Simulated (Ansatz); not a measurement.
ClF2H3O3W···HF

```yaml
atoms:
  - { symbol: W, position_ang: [-0.1018, -0.4220, 0.4384] }
  - { symbol: Cl, position_ang: [-0.9421, -0.8866, 2.6125] }
  - { symbol: F, position_ang: [1.5309, -0.9859, 1.1448] }
  - { symbol: F, position_ang: [0.3674, 1.2807, 1.1742] }
  - { symbol: O, position_ang: [-1.8033, 0.1040, 0.0292] }
  - { symbol: H, position_ang: [-2.6687, 0.2087, 0.3983] }
  - { symbol: O, position_ang: [-0.3057, -2.1222, -0.1915] }
  - { symbol: H, position_ang: [0.1480, -2.9544, -0.1794] }
  - { symbol: O, position_ang: [0.6643, 0.2536, -1.0737] }
  - { symbol: H, position_ang: [1.1126, 1.0834, -1.2459] }
  - { symbol: F, position_ang: [1.6728, 2.7455, -0.5274] }
  - { symbol: H, position_ang: [1.3223, 2.5511, 0.2932] }
```

Core potentials replace the inner electrons of W.

Method: RHF/def2-SVP (Ansatz 0.2.0).

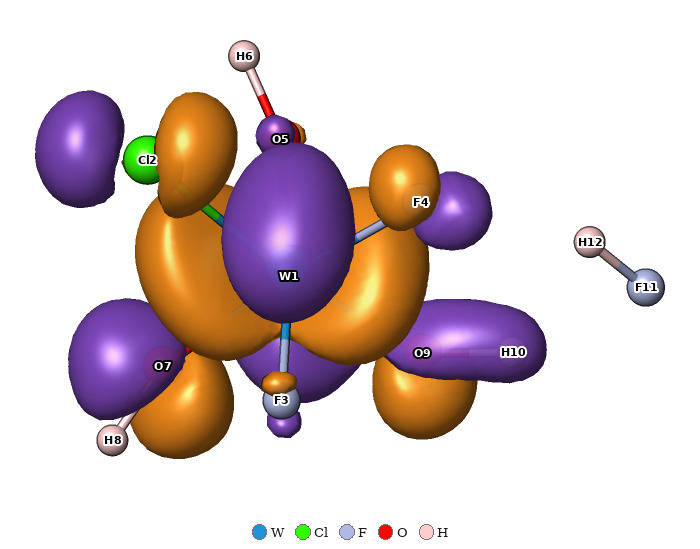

Figure 1. One frontier orbital at ±0.1 Å⁻³ᐟ² (orange and purple are the two phases), seen at a tilt.

Which orbital is it: HOMO or LUMO?

The LUMO, at −0.28 eV. It lies mainly on W1 (about 65 %), O7 (about 10 %), O9 (about 10 %) and Cl2 (about 5 %).

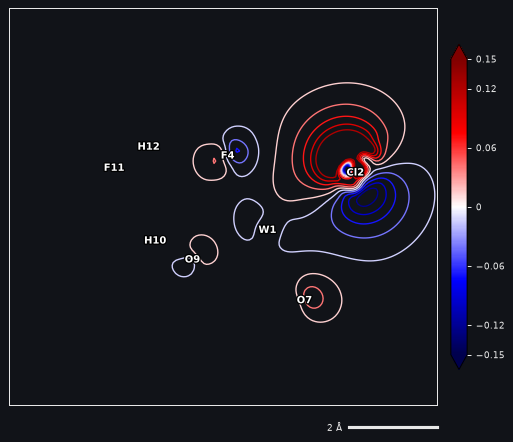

Figure 2. The HOMO on the plane of atoms Cl2, W1 and F4 (values in Å⁻³ᐟ²; the overall sign is arbitrary).

Describe this orbital and give its energy.

Its weight (Hirshfeld) is mainly on Cl2 (about 90 %); largely a lone pair of Cl2. Its energy is −12.18 eV.
